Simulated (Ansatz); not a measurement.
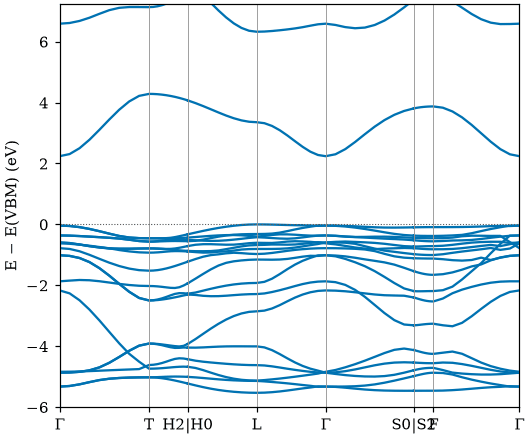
*Band structure from DFT-LDA in the program Ansatz with PAW potentials*

### Question
Read off the gap and where the band edges lie.

### Answer
About 2.2 eV (2.24 eV by a search for the band edges); maximum at L, minimum at Γ.

The material is K2H6PbO6 in space group R-3 (No. 148; K on 6c, H on 18f, Pb on 3a, O on 18f).

The workflow started from a Materials Project entry (that database holds measured and hypothetical structures alike); the Crystallography Open Database copy checked does not list it. Its standing as an ambient phase is unchecked. The cell was relaxed with LDA under the symmetry of its start; phonons on a q-mesh show no instability. Scalar-relativistic: spin–orbit coupling is off unless named, which matters more the heavier the elements.

Potentials: the later of the program's two PAW sets.
